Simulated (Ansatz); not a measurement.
# A workflow on C2H4O (oxirane)

Aim: a series of 28 runs (HF/STO-3G, UHF/STO-3G, HF/3-21G, UHF/3-21G, HF/6-31G*, UHF/6-31G*, B3LYP/6-31G*, UB3LYP/6-31G*, and more) of C2H4O. 

The calculation is run with Ansatz 0.2.0.

**1. Starting point**

The species is C2H4O (7 atoms), meant as a singlet with charge 0. SMILES: `C1CO1`. The coordinates come from a PBE0-D4/def2-TZVP relaxation. The run starts from this shape.

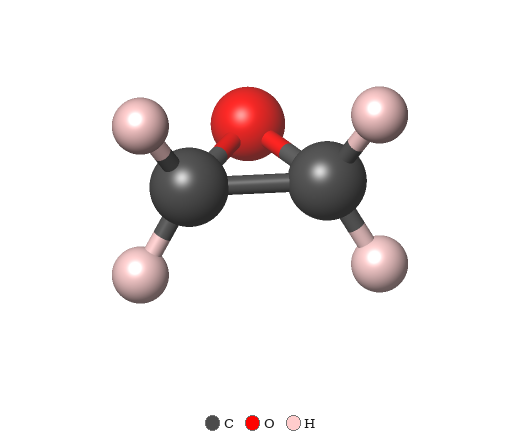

The structure, seen from a chosen angle (carbon dark grey, oxygen red, hydrogen pink).

**2. A geometry optimisation at HF/STO-3G (run 1)**

Contents of in.yaml:

```yaml
crystal:
  periodic: [false, false, false]
  atoms:
    - {symbol: C, position_ang: [-0.604500, -0.272900, -0.303700]}
    - {symbol: C, position_ang: [0.650000, 0.164200, 0.297000]}
    - {symbol: O, position_ang: [-0.339900, 1.100600, -0.086300]}
    - {symbol: H, position_ang: [-0.619200, -0.584700, -1.344900]}
    - {symbol: H, position_ang: [-1.378400, -0.703100, 0.326900]}
    - {symbol: H, position_ang: [0.797000, 0.054800, 1.368500]}
    - {symbol: H, position_ang: [1.556200, 0.173200, -0.303300]}
basis:
  gaussian:
    orbitals: STO-3G
magnetization:
  spin_polarized: false
hamiltonian:
  xc: hf
relax:
  f_tol: 0.002
output: {orbitals: {seedname: orbitals}}
```

Launch:

```
$ ansatz run in.yaml --threads 1 --pin off --max-ram 3480MiB --events-out events.jsonl --progress --plain --runs-dir runs
```

The program printed:

```text
Warning: RAYON_NUM_THREADS=1 ignored (pool sized by the plan → 1); use --threads N
The last accepted step is kept in runs//last_step.txt (removed where the run ends without a failure and the disk answers)
[... 43 lines left out ...]
Total energy: -4106.97375378 eV, -150.9285016446 hartree
[... 7 lines left out ...]
Dipole moment:     0.091055    -0.289966     0.020820 e Å
```

Run time: 1.6 s. Hardware: 1 thread of Arm Neoverse V1, shared host; peak memory 0.084 GiB.

Steps, from the record of the run:

| step | energy from the first frame kept (eV) | largest force (eV/Å) |
| --- | --- | --- |
| 1 | 0.0000 | 1.5329 |
| 2 | -0.0373 | 0.2582 |
| 3 | -0.0392 | 0.0315 |
| 4 | -0.0393 | 0.0164 |
| 5 | -0.0393 | 0.0007 |

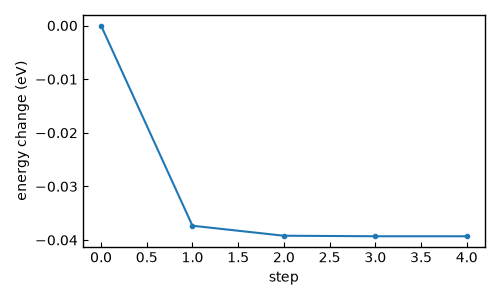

Energy along the run.

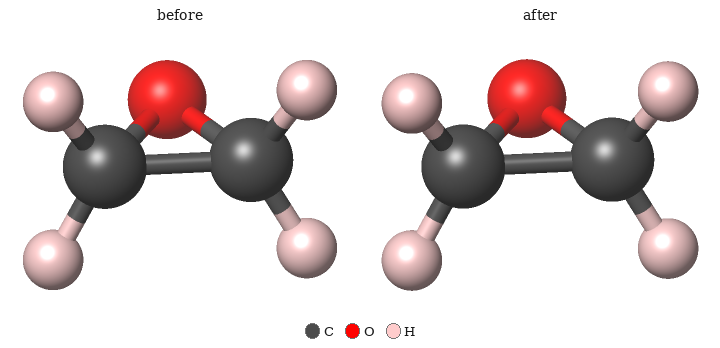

Before and after, at one scale.

After the run. Bond lengths: C1–C2 1.483 Å, C1–O3 1.433 Å, C2–O3 1.433 Å, C1–H4 1.088 Å, C1–H5 1.088 Å, C2–H6 1.088 Å, C2–H7 1.088 Å. Some angles: C1–C2–O3 58.8°, C2–C1–O3 58.8°, C1–O3–C2 62.3°, C1–C2–H6 119.5°, C1–C2–H7 119.5°, O3–C2–H6 116.6°, O3–C2–H7 116.6°, C2–C1–H4 119.5°, C2–C1–H5 119.5°, O3–C1–H4 116.6°.

**3. Vibrational wavenumbers at HF/STO-3G (run 2)**

Contents of job.yaml:

```yaml
basis:
  gaussian: {orbitals: STO-3G}
crystal:
  periodic: [false, false, false]
  atoms:
    - {symbol: C, position_ang: [-0.618699, -0.265147, -0.309575]}
    - {symbol: C, position_ang: [0.657043, 0.179323, 0.301259]}
    - {symbol: O, position_ang: [-0.347273, 1.124029, -0.087948]}
    - {symbol: H, position_ang: [-0.628433, -0.600351, -1.344224]}
    - {symbol: H, position_ang: [-1.383168, -0.718022, 0.317677]}
    - {symbol: H, position_ang: [0.813499, 0.047296, 1.369457]}
    - {symbol: H, position_ang: [1.568230, 0.164973, -0.292446]}
hamiltonian: {xc: hf}
phonons: {temperatures: {t_min: 298.15, t_max: 298.15, t_step: 1}}
```

Launch:

```
$ ansatz run job.yaml --threads 1 --pin off --max-ram 3480MiB --events-out events.jsonl --progress --plain --runs-dir runs
```

The program printed:

```text
Warning: RAYON_NUM_THREADS=1 ignored (pool sized by the plan → 1); use --threads N
[... 76 lines left out ...]
Total energy: -4106.97375857 eV, -150.9285018205 hartree
[... 7 lines left out ...]
Dipole moment:     0.091055    -0.289965     0.020820 e Å
Vibrations: 943.87 1096.11 1170.97 1226.91 1307.17 1350.89 1363.34 1420.73 1524.69 1759.62 1831.66 3603.53 3621.81 3764.17 3771.25 cm⁻¹, zero-point energy 1.844681 eV
```

Wall time 2.3 s (1 thread of Arm Neoverse V1, shared host); peak memory 0.079 GiB.

Runs 3 to 23 aren't shown in full; the table further down has their settings and results.

**4. The doublet cation: a geometry optimisation at UMP2/6-31G(d) (Cartesian functions) (run 24)**

Contents of input.yaml:

```yaml
crystal:
  periodic: [false, false, false]
  atoms:
    - {symbol: C, position_ang: [-0.606034, -0.278498, -0.304772]}
    - {symbol: C, position_ang: [0.654434, 0.160651, 0.298755]}
    - {symbol: O, position_ang: [-0.345872, 1.119566, -0.087624]}
    - {symbol: H, position_ang: [-0.623343, -0.588872, -1.347013]}
    - {symbol: H, position_ang: [-1.382498, -0.707255, 0.324649]}
    - {symbol: H, position_ang: [0.802677, 0.054086, 1.370934]}
    - {symbol: H, position_ang: [1.561835, 0.172424, -0.300730]}
basis:
  gaussian:
    orbitals: "6-31G*"
total_charge: 1
magnetization:
  spin_polarized: true
  initial_magnetization: 1
correlation:
  method: mp2
relax: {}
```

Launch:

```
$ ansatz run input.yaml --threads 1 --pin off --max-ram 3480MiB --events-out events.jsonl --progress --plain --runs-dir runs
```

The program printed (excerpt; [...] marks lines left out):

```text
Warning: RAYON_NUM_THREADS=1 ignored (pool sized by the plan → 1); use --threads N
[... 1 set-up line as earlier in the session ...]
[... 46 lines left out ...]
3 core orbitals not correlated: weight in the atoms' cores, before any rotation towards them, 1.000 or more for the frozen orbitals, at most 0.000 for the correlated occupied ones
[... 37 lines left out ...]
Dipole moment:     0.095417    -0.303854     0.021817 e Å
Checks for a lower state left out: cluster_reference
```

It took 9 s on 1 thread of Arm Neoverse V1, shared host; peak memory 0.12 GiB.

The path in brief:

| step | energy from the first frame kept (eV) | largest force (eV/Å) |
| --- | --- | --- |
| 1 | 0.0000 | 1.7040 |
| 2 | -0.1211 | 1.2240 |
| 3 | -0.1530 | 0.5518 |
| 4 | -0.1623 | 0.1391 |
| 5 | -0.1634 | 0.0919 |
| 6 | -0.1636 | 0.0167 |
| 7 | -0.1636 | 0.0019 |

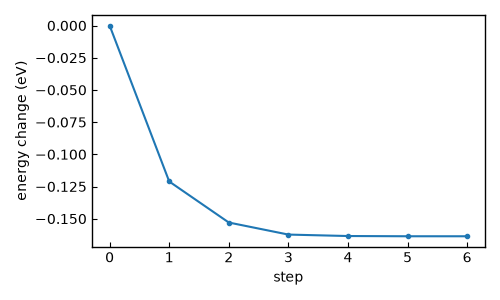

Energy along the run.

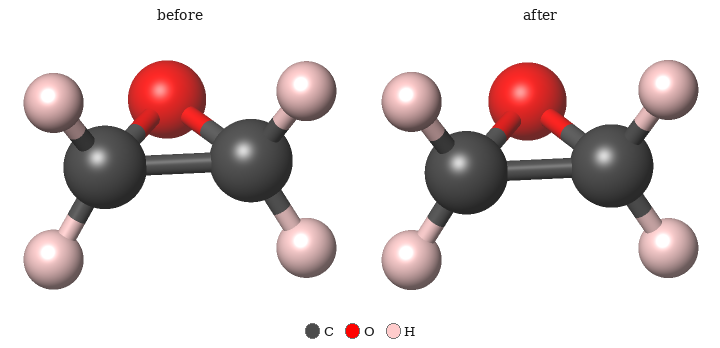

Before and after, at one scale.

After the run. Bond lengths: C1–C2 1.458 Å, C1–O3 1.493 Å, C2–O3 1.493 Å, C1–H4 1.090 Å, C1–H5 1.090 Å, C2–H6 1.090 Å, C2–H7 1.090 Å. Some angles: C1–C2–O3 60.8°, C2–C1–O3 60.8°, C1–O3–C2 58.5°, C1–C2–H6 120.9°, C1–C2–H7 120.9°, O3–C2–H6 109.7°, O3–C2–H7 109.7°, C2–C1–H4 120.9°, C2–C1–H5 120.9°, O3–C1–H4 109.7°.

Runs 25 to 27 aren't shown in full; the table further down has their settings and results.

**5. The harmonic vibrations at r2SCAN/def2-TZVP (run 28)**

Contents of in.yaml:

```yaml
crystal:
  periodic: [false, false, false]
  atoms:
    - {symbol: C, position_ang: [-0.604737, -0.277083, -0.304082]}
    - {symbol: C, position_ang: [0.652592, 0.160972, 0.297939]}
    - {symbol: O, position_ang: [-0.342696, 1.109453, -0.086900]}
    - {symbol: H, position_ang: [-0.619325, -0.585291, -1.346797]}
    - {symbol: H, position_ang: [-1.379883, -0.703878, 0.327943]}
    - {symbol: H, position_ang: [0.797344, 0.054675, 1.370417]}
    - {symbol: H, position_ang: [1.557904, 0.173252, -0.304322]}
basis:
  gaussian:
    orbitals: def2-TZVP
phonons:
  temperatures:
    t_min: 298.15
    t_max: 298.15
    t_step: 1
hamiltonian:
  xc: r2scan
```

Launch:

```
$ ansatz run in.yaml --threads 1 --pin off --max-ram 3480MiB --events-out events.jsonl --progress --plain --runs-dir runs
```

The program printed:

```text
Warning: RAYON_NUM_THREADS=1 ignored (pool sized by the plan → 1); use --threads N
[... 7 lines left out ...]
687 factors; their error is unknown
[... 25 lines left out ...]
687 factors; their error is unknown
[... 20 lines left out ...]
687 factors; their error is unknown
[... 20 lines left out ...]
687 factors; their error is unknown
[... 20 lines left out ...]
687 factors; their error is unknown
[... 4 lines left out ...]
687 factors; their error is unknown
[... 5 lines left out ...]
687 factors; their error is unknown
[... 4 lines left out ...]
687 factors; their error is unknown
[... 4 lines left out ...]
687 factors; their error is unknown
[... 5 lines left out ...]
687 factors; their error is unknown
[... 4 lines left out ...]
687 factors; their error is unknown
[... 11 lines left out ...]
Dipole moment:     0.114551    -0.364789     0.026193 e Å
Vibrations: 817.79 848.80 905.89 1048.74 1140.44 1145.18 1169.97 1176.10 1304.53 1500.13 1532.19 3077.98 3084.02 3160.90 3177.98 cm⁻¹, zero-point energy 1.555422 eV
```

Run time: 55 s. Hardware: 1 thread of Arm Neoverse V1, shared host; peak memory 0.13 GiB.

**6. Overview of the runs**

| run | level | task | walk f tol | partner | energy (Eh) | dipole moment (D) | wall time |
| --- | --- | --- | --- | --- | --- | --- | --- |
| 1 | HF/STO-3G | optimise | 0.002 | base | -150.928502 | 1.46 | 1.6 s |
| 2 | HF/STO-3G | frequencies | – | base | -150.928502 | 1.46 | 2.3 s |
| 3 | UHF/STO-3G | energy | – | cation | -150.670646 | – | 0.65 s |
| 4 | UHF/STO-3G | optimise | – | cation | -150.685660 | – | 2.1 s |
| 5 | HF/3-21G | optimise | 0.002 | base | -152.000692 | 2.78 | 1.9 s |
| 6 | HF/3-21G | frequencies | – | base | -152.000692 | 2.78 | 3.9 s |
| 7 | UHF/3-21G | energy | – | cation | -151.673340 | – | 0.75 s |
| 8 | UHF/3-21G | optimise | – | cation | -151.689460 | – | 2.3 s |
| 9 | HF/6-31G* (Cartesian functions) | optimise | 0.002 | base | -152.867356 | 2.28 | 3.3 s |
| 10 | HF/6-31G* (Cartesian functions) | frequencies | – | base | -152.867356 | 2.28 | 18 s |
| 11 | UHF/6-31G* (Cartesian functions) | energy | – | cation | -152.528437 | – | 0.52 s |
| 12 | UHF/6-31G* (Cartesian functions) | optimise | – | cation | -152.539447 | – | 4.5 s |
| 13 | B3LYP/6-31G* (Cartesian functions) | optimise | 0.002 | base | -153.786263 | 1.95 | 7.5 s |
| 14 | B3LYP/6-31G* (Cartesian functions) | frequencies | – | base | -153.786263 | 1.95 | 12 s |
| 15 | UB3LYP/6-31G* (Cartesian functions) | energy | – | cation | -153.405030 | – | 2.1 s |
| 16 | UB3LYP/6-31G* (Cartesian functions) | optimise | – | cation | -153.410173 | – | 12 s |
| 17 | PBE/def2-SVP | optimise | 0.002 | base | -153.487089 | 1.74 | 8.4 s |
| 18 | PBE/def2-SVP | frequencies | – | base | -153.487089 | 1.74 | 10 s |
| 19 | UPBE/def2-SVP | energy | – | cation | -153.107711 | – | 5.4 s |
| 20 | UPBE/def2-SVP | optimise | – | cation | -153.111957 | – | 16 s |
| 21 | MP2/6-31G* (Cartesian functions) | optimise | 0.002 | base | -153.303581 | 2.11 | 5.7 s |
| 22 | MP2/6-31G* (Cartesian functions) | frequencies | – | base | -153.303581 | 2.11 | 29 s |
| 23 | UMP2/6-31G* (Cartesian functions) | energy | – | cation | -152.916100 | – | 0.82 s |
| 24 | UMP2/6-31G* (Cartesian functions) | optimise | – | cation | -152.922115 | – | 9 s |
| 25 | SVWN5/def2-TZVP | optimise | 0.002 | base | -152.578283 | 1.78 | 8.7 s |
| 26 | SVWN5/def2-TZVP | frequencies | – | base | -152.578283 | 1.78 | 23 s |
| 27 | r2SCAN/def2-TZVP | optimise | 0.002 | base | -153.763392 | 1.84 | 18 s |
| 28 | r2SCAN/def2-TZVP | frequencies | – | base | -153.763392 | 1.84 | 55 s |

**7. Outcome**

| quantity | value |
| --- | --- |
| run 28, r2SCAN/def2-TZVP: total energy | -153.76339 Eh |
| run 28, r2SCAN/def2-TZVP: dipole moment | 1.84 D |
| run 28, r2SCAN/def2-TZVP: largest force on an atom | 0.002 eV/Å |
| run 28, r2SCAN/def2-TZVP: lowest harmonic wavenumber | 818 cm⁻¹ |
| run 28, r2SCAN/def2-TZVP: highest harmonic wavenumber | 3178 cm⁻¹ |
| run 28, r2SCAN/def2-TZVP: zero-point energy | 150.1 kJ/mol |
| vertical ionisation energy (to the doublet cation), HF/3-21G | 8.908 eV |
| vertical ionisation energy (to the doublet cation), HF/6-31G* | 9.222 eV |
| vertical ionisation energy (to the doublet cation), B3LYP/6-31G* | 10.374 eV |
| vertical ionisation energy (to the doublet cation), MP2/6-31G* | 10.544 eV |
| adiabatic ionisation energy (to the doublet cation, no zero-point term), HF/STO-3G | 6.608 eV |
| adiabatic ionisation energy (to the doublet cation, no zero-point term), HF/3-21G | 8.469 eV |
| adiabatic ionisation energy (to the doublet cation, no zero-point term), PBE/def2-SVP | 10.208 eV |
| adiabatic ionisation energy (to the doublet cation, no zero-point term), MP2/6-31G* | 10.380 eV |

What this shows: At HF/3-21G: the vertical ionisation energy comes to 8.91 eV (205 kcal/mol). At HF/6-31G*: the vertical ionisation energy comes to 9.22 eV (213 kcal/mol). At B3LYP/6-31G*: the vertical ionisation energy comes to 10.37 eV (1001 kJ/mol). At MP2/6-31G*: removing an electron at fixed nuclei costs 10.54 eV (243 kcal/mol). At HF/STO-3G: the adiabatic ionisation energy (to the doublet cation, no zero-point term) is 6.61 eV (152 kcal/mol). In a minimal basis such a difference can be off by several eV, whatever the method. Totals of different functionals can't be ranked against each other. In runs 1, 2, 3, 4 the basis is minimal, so the values are rough. All runs together took 4.4 min, the longest 55 s.
